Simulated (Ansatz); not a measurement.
Band structure of In2Ni3S2 (R-3m, 7 atoms in the cell).

```yaml
crystal:
  lattice:
    - [2.68884, 1.55240, 4.49403]
    - [-2.68884, 1.55240, 4.49403]
    - [0.00000, -3.10480, 4.49403]
  atoms:
    - { symbol: In, position: [0.50000, 0.50000, 0.50000] }
    - { symbol: In, position: [0.00000, 0.00000, 0.00000] }
    - { symbol: Ni, position: [0.50000, 0.00000, 0.00000] }
    - { symbol: Ni, position: [0.00000, 0.50000, 0.00000] }
    - { symbol: Ni, position: [0.00000, 0.00000, 0.50000] }
    - { symbol: S, position: [0.72308, 0.72308, 0.72308] }
    - { symbol: S, position: [0.27692, 0.27692, 0.27692] }
```

Method of the run: PBEsol, default PAW files made with PBE (plane waves; Ansatz, an electronic-structure program).

Settings: basis.ecutwfc = 420 eV; kpoints.mp_grid.grid = 5 5 5; hamiltonian.xc = pbesol; hamiltonian.pseudopotentials = {kind: paw} (the program's default PAW files); scf.occupations.method = methfessel_paxton; scf.occupations.width = 0.136 eV; kpoints.band_path.path = [[0.0, 0.0, 0.0], [0.5, 0.0, 0.0], [0.5, 0.24621751, -0.24621751]]; kpoints.band_path.npoints = 10.

The starting cell comes from a database of computed structures (which also holds hypothetical and non-ambient phases and stackings), without a prior relaxation at this level. Spin polarisation is off, so a magnetic state, if there is one, cannot be reached.

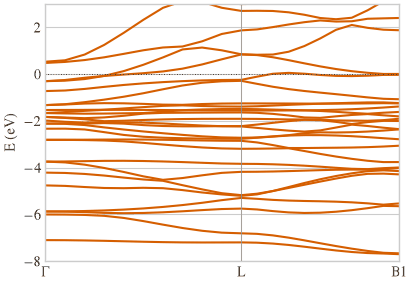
Figure: Bands along the path, energies from the Fermi level.

Levels in eV from the Fermi level, bands 43 to 50:
```tsv
point	43	44	45	46	47	48	49	50
Γ	-1.54	-1.33	-1.33	-0.73	-0.31	-0.31	0.47	0.53
L	-1.39	-1.26	-0.29	-0.25	0.84	0.84	1.86	2.70
B1	-1.26	-1.24	-1.08	-0.04	0.00	1.87	2.40	3.34
```

Bands cross the Fermi level along this path, so the cell is metallic at this level.

Keys are those of Ansatz 0.2.
